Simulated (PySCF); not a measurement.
# B: excitation energies in aug-cc-pVQZ plus 1 even-tempered diffuse shell per l, part 2 of 2

Wanted: the excitation energy of boron, up a ladder of methods.

PySCF 2.14.0; aug-cc-pVQZ plus 1 even-tempered diffuse shell per l, no relativity, point nucleus. The scripts are equivalent inputs of a driver's runs. Earlier steps stand in the parts before.

## (4) B [He] 2s1 2p1 3s1

**UHF**

Input file input.py:

```python
from pyscf import gto, scf, dft, mp, cc
import basis_set_exchange as bse
mol = gto.M(atom="B 0 0 0", charge=0, spin=3, symmetry="D2h",
            basis=gto.basis.parse(bse.get_basis("aug-cc-pVQZ", elements=["B"], fmt="nwchem", augment_diffuse=1)))
mf = scf.UHF(mol)
mf.irrep_nelec = {'Ag': (3, 1), 'B2u': (1, 0)}
mf.kernel()
```

The program printed:

```text
damping factor = 0
level_shift factor = 0
DIIS = <class 'pyscf.scf.diis.CDIIS'>
diis_start_cycle = 1
diis_space = 10
diis_damp = 0
SCF conv_tol = 1e-09
SCF conv_tol_grad = None
number electrons alpha = 4  beta = 1
cycle= 1 E= -24.2397900925969  delta_E= -0.00228  |g|= 0.015  |ddm|= 0.0466
cycle= 2 E= -24.2400265106101  delta_E= -0.000236  |g|= 0.0048  |ddm|= 0.0198
cycle= 3 E= -24.2400780619027  delta_E= -5.16e-05  |g|= 0.000936  |ddm|= 0.015
cycle= 4 E= -24.240086472554  delta_E= -8.41e-06  |g|= 0.000299  |ddm|= 0.00815
cycle= 5 E= -24.240087675912  delta_E= -1.2e-06  |g|= 4.33e-05  |ddm|= 0.00416
cycle= 6 E= -24.2400876997177  delta_E= -2.38e-08  |g|= 8.7e-06  |ddm|= 0.00067
cycle= 7 E= -24.2400877004848  delta_E= -7.67e-10  |g|= 6.85e-07  |ddm|= 0.000158
converged SCF energy = -24.2400877004848  <S^2> = 3.7500135  2S+1 = 4.0000068
```

It used 7.7 s of CPU time after the integrals (shared host).

Orbital energies by shell (radii are means over both spins):

```tsv
shell	electrons	mean orbital energy (eV)	spread (eV)	rms radius (bohr)
1s α	1	-218.03	0	0.379
1s β	1	-215.96	0	0.379
2s α	1	-22.104	0	1.91
2p α	1	-15.831	0	2.00
3s α	1	-3.209	0	7.00
```

⟨S²⟩ = 3.750, ⟨L²⟩ = 2.03.

Spin-orbit constants on these orbitals (cm⁻¹; bare nucleus, screened nucleus, mean field): 2p 32.09, 19.26, 14.55. To first order in LS coupling the lowest level has J = 1/2 and lies 0.00150 eV below the centre of the term.

**LDA**

input.py differs from the last one in:

```diff
@@ -4,3 +4,3 @@
             basis=gto.basis.parse(bse.get_basis("aug-cc-pVQZ", elements=["B"], fmt="nwchem", augment_diffuse=1)))
-mf = scf.UHF(mol)
+mf = dft.UKS(mol, xc="LDA,VWN")
 mf.irrep_nelec = {'Ag': (3, 1), 'B2u': (1, 0)}
```

The program printed:

```text
damping factor = 0
level_shift factor = 0
DIIS = <class 'pyscf.scf.diis.CDIIS'>
diis_start_cycle = 1
diis_space = 10
diis_damp = 0
SCF conv_tol = 1e-09
SCF conv_tol_grad = None
number electrons alpha = 4  beta = 1
XC functionals = LDA,VWN
    P. A. M. Dirac.,  Math. Proc. Cambridge Philos. Soc. 26, 376 (1930)
    F. Bloch.,  Z. Phys. 57, 545 (1929)
    S. H. Vosko, L. Wilk, and M. Nusair.,  Can. J. Phys. 58, 1200 (1980)
cycle= 1 E= -24.0162833459085  delta_E= -0.00497  |g|= 0.0216  |ddm|= 0.548
cycle= 2 E= -24.016333256433  delta_E= -4.99e-05  |g|= 0.0031  |ddm|= 0.0709
cycle= 3 E= -24.0163352297601  delta_E= -1.97e-06  |g|= 0.000191  |ddm|= 0.01
cycle= 4 E= -24.0163353727772  delta_E= -1.43e-07  |g|= 4.86e-05  |ddm|= 0.0023
cycle= 5 E= -24.0163353892862  delta_E= -1.65e-08  |g|= 6.26e-06  |ddm|= 0.000659
cycle= 6 E= -24.0163353897449  delta_E= -4.59e-10  |g|= 1.56e-07  |ddm|= 0.000119
converged SCF energy = -24.0163353897449  <S^2> = 3.7500078  2S+1 = 4.0000039
```

CPU time 0.34 s on a shared host, the integrals not counted.

**PBE**

input.py differs from the last one in:

```diff
@@ -4,3 +4,3 @@
             basis=gto.basis.parse(bse.get_basis("aug-cc-pVQZ", elements=["B"], fmt="nwchem", augment_diffuse=1)))
-mf = dft.UKS(mol, xc="LDA,VWN")
+mf = dft.UKS(mol, xc="PBE")
 mf.irrep_nelec = {'Ag': (3, 1), 'B2u': (1, 0)}
```

The program printed:

```text
damping factor = 0
level_shift factor = 0
DIIS = <class 'pyscf.scf.diis.CDIIS'>
diis_start_cycle = 1
diis_space = 10
diis_damp = 0
SCF conv_tol = 1e-09
SCF conv_tol_grad = None
number electrons alpha = 4  beta = 1
XC functionals = PBE
    J. P. Perdew, K. Burke, and M. Ernzerhof.,  Phys. Rev. Lett. 77, 3865 (1996)
    J. P. Perdew, K. Burke, and M. Ernzerhof.,  Phys. Rev. Lett. 78, 1396 (1997)
    J. P. Perdew, K. Burke, and M. Ernzerhof.,  Phys. Rev. Lett. 77, 3865 (1996)
    J. P. Perdew, K. Burke, and M. Ernzerhof.,  Phys. Rev. Lett. 78, 1396 (1997)
cycle= 1 E= -24.2754392295625  delta_E= -0.00263  |g|= 0.0059  |ddm|= 0.516
cycle= 2 E= -24.2754929411793  delta_E= -5.37e-05  |g|= 0.00103  |ddm|= 0.0425
cycle= 3 E= -24.2755021398359  delta_E= -9.2e-06  |g|= 0.000425  |ddm|= 0.0168
cycle= 4 E= -24.27550446919  delta_E= -2.33e-06  |g|= 9.78e-05  |ddm|= 0.0112
cycle= 5 E= -24.2755045558496  delta_E= -8.67e-08  |g|= 1.52e-05  |ddm|= 0.00223
cycle= 6 E= -24.2755045575626  delta_E= -1.71e-09  |g|= 1.04e-06  |ddm|= 0.000339
cycle= 7 E= -24.275504557566  delta_E= -3.4e-12  |g|= 4.52e-08  |ddm|= 1.78e-05
converged SCF energy = -24.275504557566  <S^2> = 3.7500051  2S+1 = 4.0000026
```

CPU time 0.5 s on a shared host, the integrals not counted.

**PBE0**

input.py differs from the last one in:

```diff
@@ -4,3 +4,3 @@
             basis=gto.basis.parse(bse.get_basis("aug-cc-pVQZ", elements=["B"], fmt="nwchem", augment_diffuse=1)))
-mf = dft.UKS(mol, xc="PBE")
+mf = dft.UKS(mol, xc="PBE0")
 mf.irrep_nelec = {'Ag': (3, 1), 'B2u': (1, 0)}
```

The program printed:

```text
damping factor = 0
level_shift factor = 0
DIIS = <class 'pyscf.scf.diis.CDIIS'>
diis_start_cycle = 1
diis_space = 10
diis_damp = 0
SCF conv_tol = 1e-09
SCF conv_tol_grad = None
number electrons alpha = 4  beta = 1
XC functionals = PBE0
    C. Adamo and V. Barone.,  J. Chem. Phys. 110, 6158 (1999)
    M. Ernzerhof and G. E. Scuseria.,  J. Chem. Phys. 110, 5029 (1999)
cycle= 1 E= -24.2841596014791  delta_E= -0.00191  |g|= 0.00576  |ddm|= 0.378
cycle= 2 E= -24.2842414064989  delta_E= -8.18e-05  |g|= 0.00135  |ddm|= 0.0671
cycle= 3 E= -24.2842588309526  delta_E= -1.74e-05  |g|= 0.000534  |ddm|= 0.0222
cycle= 4 E= -24.2842629179487  delta_E= -4.09e-06  |g|= 0.000111  |ddm|= 0.0118
cycle= 5 E= -24.284263109352  delta_E= -1.91e-07  |g|= 1.6e-05  |ddm|= 0.00327
cycle= 6 E= -24.2842631121269  delta_E= -2.77e-09  |g|= 1.61e-06  |ddm|= 0.00064
cycle= 7 E= -24.2842631121414  delta_E= -1.46e-11  |g|= 1.6e-07  |ddm|= 3.63e-05
converged SCF energy = -24.2842631121414  <S^2> = 3.7500051  2S+1 = 4.0000025
```

CPU time 1.6 s on a shared host, the integrals not counted.

**r2SCAN**

input.py differs from the last one in:

```diff
@@ -4,3 +4,3 @@
             basis=gto.basis.parse(bse.get_basis("aug-cc-pVQZ", elements=["B"], fmt="nwchem", augment_diffuse=1)))
-mf = dft.UKS(mol, xc="PBE0")
+mf = dft.UKS(mol, xc="R2SCAN")
 mf.irrep_nelec = {'Ag': (3, 1), 'B2u': (1, 0)}
```

The program printed:

```text
damping factor = 0
level_shift factor = 0
DIIS = <class 'pyscf.scf.diis.CDIIS'>
diis_start_cycle = 1
diis_space = 10
diis_damp = 0
SCF conv_tol = 1e-09
SCF conv_tol_grad = None
number electrons alpha = 4  beta = 1
XC functionals = R2SCAN
    J. W. Furness, A. D. Kaplan, J. Ning, J. P. Perdew, and J. Sun.,  J. Phys. Chem. Lett. 11, 8208-8215 (2020)
    J. W. Furness, A. D. Kaplan, J. Ning, J. P. Perdew, and J. Sun.,  J. Phys. Chem. Lett. 11, 9248-9248 (2020)
    J. W. Furness, A. D. Kaplan, J. Ning, J. P. Perdew, and J. Sun.,  J. Phys. Chem. Lett. 11, 8208-8215 (2020)
    J. W. Furness, A. D. Kaplan, J. Ning, J. P. Perdew, and J. Sun.,  J. Phys. Chem. Lett. 11, 9248-9248 (2020)
cycle= 1 E= -24.3058734103032  delta_E= -0.00236  |g|= 0.0059  |ddm|= 0.414
cycle= 2 E= -24.30593611953  delta_E= -6.27e-05  |g|= 0.001  |ddm|= 0.055
cycle= 3 E= -24.3059453384217  delta_E= -9.22e-06  |g|= 0.000327  |ddm|= 0.0163
cycle= 4 E= -24.3059466970668  delta_E= -1.36e-06  |g|= 3.88e-05  |ddm|= 0.00706
cycle= 5 E= -24.3059467050141  delta_E= -7.95e-09  |g|= 7.89e-06  |ddm|= 0.000573
cycle= 6 E= -24.305946705312  delta_E= -2.98e-10  |g|= 1.22e-06  |ddm|= 0.000137
converged SCF energy = -24.305946705312  <S^2> = 3.7500167  2S+1 = 4.0000084
```

CPU time 0.97 s on a shared host, the integrals not counted.

**BP86**

input.py differs from the last one in:

```diff
@@ -4,3 +4,3 @@
             basis=gto.basis.parse(bse.get_basis("aug-cc-pVQZ", elements=["B"], fmt="nwchem", augment_diffuse=1)))
-mf = dft.UKS(mol, xc="R2SCAN")
+mf = dft.UKS(mol, xc="B88,P86")
 mf.irrep_nelec = {'Ag': (3, 1), 'B2u': (1, 0)}
```

The program printed:

```text
damping factor = 0
level_shift factor = 0
DIIS = <class 'pyscf.scf.diis.CDIIS'>
diis_start_cycle = 1
diis_space = 10
diis_damp = 0
SCF conv_tol = 1e-09
SCF conv_tol_grad = None
number electrons alpha = 4  beta = 1
XC functionals = B88,P86
    A. D. Becke.,  Phys. Rev. A 38, 3098 (1988)
    J. P. Perdew.,  Phys. Rev. B 33, 8822 (1986)
cycle= 1 E= -24.3103241117435  delta_E= -0.00261  |g|= 0.00409  |ddm|= 0.516
cycle= 2 E= -24.3103691873842  delta_E= -4.51e-05  |g|= 0.000721  |ddm|= 0.0563
cycle= 3 E= -24.3103746448604  delta_E= -5.46e-06  |g|= 0.000268  |ddm|= 0.0134
cycle= 4 E= -24.3103755528575  delta_E= -9.08e-07  |g|= 8.55e-05  |ddm|= 0.00484
cycle= 5 E= -24.310375624755  delta_E= -7.19e-08  |g|= 1.61e-05  |ddm|= 0.00147
cycle= 6 E= -24.3103756277534  delta_E= -3e-09  |g|= 1.2e-06  |ddm|= 0.000381
cycle= 7 E= -24.3103756277596  delta_E= -6.21e-12  |g|= 4.37e-08  |ddm|= 2.32e-05
converged SCF energy = -24.3103756277596  <S^2> = 3.7500072  2S+1 = 4.0000036
```

It used 0.52 s of CPU time after the integrals (shared host).

**LC-wPBE**

input.py differs from the last one in:

```diff
@@ -4,3 +4,3 @@
             basis=gto.basis.parse(bse.get_basis("aug-cc-pVQZ", elements=["B"], fmt="nwchem", augment_diffuse=1)))
-mf = dft.UKS(mol, xc="B88,P86")
+mf = dft.UKS(mol, xc="LC_WPBE")
 mf.irrep_nelec = {'Ag': (3, 1), 'B2u': (1, 0)}
```

The program printed:

```text
damping factor = 0
level_shift factor = 0
DIIS = <class 'pyscf.scf.diis.CDIIS'>
diis_start_cycle = 1
diis_space = 10
diis_damp = 0
SCF conv_tol = 1e-09
SCF conv_tol_grad = None
number electrons alpha = 4  beta = 1
XC functionals = LC_WPBE
    O. A. Vydrov and G. E. Scuseria.,  J. Chem. Phys. 125, 234109 (2006)
cycle= 1 E= -24.2864324386284  delta_E= -0.00236  |g|= 0.0107  |ddm|= 0.38
cycle= 2 E= -24.2865516134068  delta_E= -0.000119  |g|= 0.00271  |ddm|= 0.0844
cycle= 3 E= -24.286580846836  delta_E= -2.92e-05  |g|= 0.000997  |ddm|= 0.0395
cycle= 4 E= -24.2865895377686  delta_E= -8.69e-06  |g|= 0.000399  |ddm|= 0.0205
cycle= 5 E= -24.2865914845794  delta_E= -1.95e-06  |g|= 7.93e-05  |ddm|= 0.0106
cycle= 6 E= -24.2865915621746  delta_E= -7.76e-08  |g|= 1.77e-05  |ddm|= 0.00161
cycle= 7 E= -24.2865915658712  delta_E= -3.7e-09  |g|= 4.53e-06  |ddm|= 0.000532
cycle= 8 E= -24.2865915661019  delta_E= -2.31e-10  |g|= 1.32e-06  |ddm|= 0.000161
converged SCF energy = -24.2865915661019  <S^2> = 3.7500047  2S+1 = 4.0000023
```

It used 2.5 s of CPU time after the integrals (shared host).

**HSE06**

input.py differs from the last one in:

```diff
@@ -4,3 +4,3 @@
             basis=gto.basis.parse(bse.get_basis("aug-cc-pVQZ", elements=["B"], fmt="nwchem", augment_diffuse=1)))
-mf = dft.UKS(mol, xc="LC_WPBE")
+mf = dft.UKS(mol, xc="HSE06")
 mf.irrep_nelec = {'Ag': (3, 1), 'B2u': (1, 0)}
```

The program printed:

```text
damping factor = 0
level_shift factor = 0
DIIS = <class 'pyscf.scf.diis.CDIIS'>
diis_start_cycle = 1
diis_space = 10
diis_damp = 0
SCF conv_tol = 1e-09
SCF conv_tol_grad = None
number electrons alpha = 4  beta = 1
XC functionals = HSE06
    J. Heyd, G. E. Scuseria, and M. Ernzerhof.,  J. Chem. Phys. 118, 8207 (2003)
    J. Heyd, G. E. Scuseria, and M. Ernzerhof.,  J. Chem. Phys. 124, 219906 (2006)
    A. V. Krukau, O. A. Vydrov, A. F. Izmaylov, and G. E. Scuseria.,  J. Chem. Phys. 125, 224106 (2006)
cycle= 1 E= -24.2879206542996  delta_E= -0.00205  |g|= 0.00535  |ddm|= 0.415
cycle= 2 E= -24.287975727397  delta_E= -5.51e-05  |g|= 0.000935  |ddm|= 0.039
cycle= 3 E= -24.2879837477521  delta_E= -8.02e-06  |g|= 0.00029  |ddm|= 0.0136
cycle= 4 E= -24.2879848876868  delta_E= -1.14e-06  |g|= 4.24e-05  |ddm|= 0.00624
cycle= 5 E= -24.2879848434068  delta_E= 4.43e-08  |g|= 4.94e-06  |ddm|= 0.00088
cycle= 6 E= -24.2879848435496  delta_E= -1.43e-10  |g|= 9.6e-07  |ddm|= 7.9e-05
converged SCF energy = -24.2879848435496  <S^2> = 3.7500054  2S+1 = 4.0000027
```

It used 2.5 s of CPU time after the integrals (shared host).

**B97-3**

input.py differs from the last one in:

```diff
@@ -4,3 +4,3 @@
             basis=gto.basis.parse(bse.get_basis("aug-cc-pVQZ", elements=["B"], fmt="nwchem", augment_diffuse=1)))
-mf = dft.UKS(mol, xc="HSE06")
+mf = dft.UKS(mol, xc="HYB_GGA_XC_B97_3")
 mf.irrep_nelec = {'Ag': (3, 1), 'B2u': (1, 0)}
```

The program printed:

```text
damping factor = 0
level_shift factor = 0
DIIS = <class 'pyscf.scf.diis.CDIIS'>
diis_start_cycle = 1
diis_space = 10
diis_damp = 0
SCF conv_tol = 1e-09
SCF conv_tol_grad = None
number electrons alpha = 4  beta = 1
XC functionals = HYB_GGA_XC_B97_3
    T. W. Keal and D. J. Tozer.,  J. Chem. Phys. 123, 121103 (2005)
cycle= 1 E= -24.3092036813274  delta_E= -0.00183  |g|= 0.00612  |ddm|= 0.461
cycle= 2 E= -24.3093017994315  delta_E= -9.81e-05  |g|= 0.00192  |ddm|= 0.105
cycle= 3 E= -24.3093185306359  delta_E= -1.67e-05  |g|= 0.000868  |ddm|= 0.0285
cycle= 4 E= -24.3093217826018  delta_E= -3.25e-06  |g|= 0.000468  |ddm|= 0.00877
cycle= 5 E= -24.309322734908  delta_E= -9.52e-07  |g|= 0.000909  |ddm|= 0.00514
cycle= 6 E= -24.309323034672  delta_E= -3e-07  |g|= 0.000125  |ddm|= 0.00311
cycle= 7 E= -24.309323091547  delta_E= -5.69e-08  |g|= 0.00019  |ddm|= 0.00214
cycle= 8 E= -24.3093230877906  delta_E= 3.76e-09  |g|= 0.000666  |ddm|= 0.000297
cycle= 9 E= -24.309323093295  delta_E= -5.5e-09  |g|= 0.000143  |ddm|= 0.000175
cycle= 10 E= -24.3093230934723  delta_E= -1.77e-10  |g|= 0.000108  |ddm|= 8.83e-06
cycle= 11 E= -24.3093230935265  delta_E= -5.43e-11  |g|= 0.000103  |ddm|= 1.39e-05
cycle= 12 E= -24.309323093536  delta_E= -9.45e-12  |g|= 0.00011  |ddm|= 2.92e-05
cycle= 13 E= -24.3093230937067  delta_E= -1.71e-10  |g|= 9.4e-06  |ddm|= 1.44e-05
converged SCF energy = -24.3093230937067  <S^2> = 3.7500091  2S+1 = 4.0000046
```

CPU time 2.9 s on a shared host, the integrals not counted.

## (5) B [He] 2s1 2p1 3s1, continued

**MP2 (valence)**

input.py: that of step 4 with these lines changed.

```diff
@@ -4,4 +4,5 @@
             basis=gto.basis.parse(bse.get_basis("aug-cc-pVQZ", elements=["B"], fmt="nwchem", augment_diffuse=1)))
-mf = dft.UKS(mol, xc="HYB_GGA_XC_B97_3")
+mf = scf.UHF(mol)
 mf.irrep_nelec = {'Ag': (3, 1), 'B2u': (1, 0)}
 mf.kernel()
+mp.UMP2(mf, frozen=1).kernel()
```

No log was kept for this step.

CPU time 0.22 s on a shared host, the integrals not counted.

With 3 electrons correlated, the MP2 correlation energy is -0.00586 hartree (-0.00586 same spin, 0.00000 opposite spin); the SCS form gives -0.00195. Largest pairs of shells: 2s-2p -0.0033, 2p-3s -0.0013, 2s-3s -0.0013, 2s-2s 0.0000, 2p-2p 0.0000.

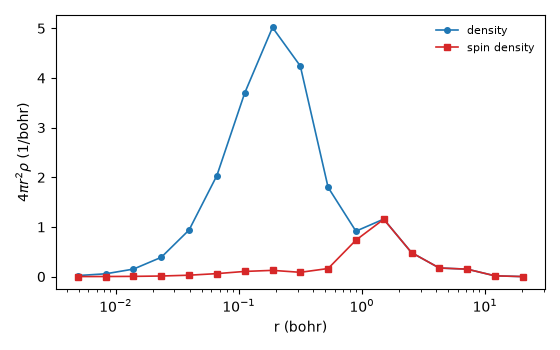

Radial density 4πr²ρ of B at UHF, at 17 stored radii joined by straight lines.

## (6) Orbital energies side by side

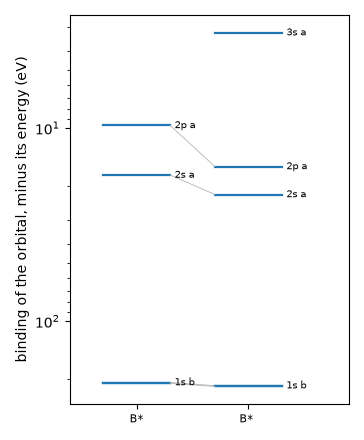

Hartree-Fock orbital energies of the states on a logarithmic scale (a, b: spin up and down; * marks an excited configuration).

## (7) Differences of total energies

Excitation energy: B [He] 2s2 2p1 (2P) → B [He] 2s1 2p2 (4P).

```tsv
method	value (eV)
UHF	2.191
LDA	3.287
PBE	3.278
PBE0	3.224
r2SCAN	2.945
BP86	3.405
LC-wPBE	3.167
HSE06	3.223
B97-3	3.460
MP2 (valence)	3.150
SCS-MP2 (valence)	3.545
```

Excitation energy: B [He] 2s2 2p1 (2P) → B [He] 2s1 2p1 3s1 (4P).

```tsv
method	value (eV)
UHF	7.970
LDA	9.221
PBE	9.135
PBE0	9.114
r2SCAN	9.033
BP86	9.278
LC-wPBE	9.304
HSE06	9.104
B97-3	9.378
MP2 (valence)	9.097
SCS-MP2 (valence)	9.380
```

The differences also use runs on B [He] 2s2 2p1 (2P), which are not shown here.

## (8) What came out

This closing draws on all 2 parts.

| quantity | value |
| --- | --- |
| excitation energy, B → [He] 2s1 2p2 | UHF 2.191, MP2 (valence) 3.150 eV |
| excitation energy, B → [He] 2s1 2p1 3s1 | UHF 7.970, MP2 (valence) 9.097 eV |

In words: For the first difference the methods span 1.353 eV, from UHF (2.191) to SCS-MP2 (valence) (3.545). No reference value is at hand in this session. The basis is finite, and no extrapolation was made.
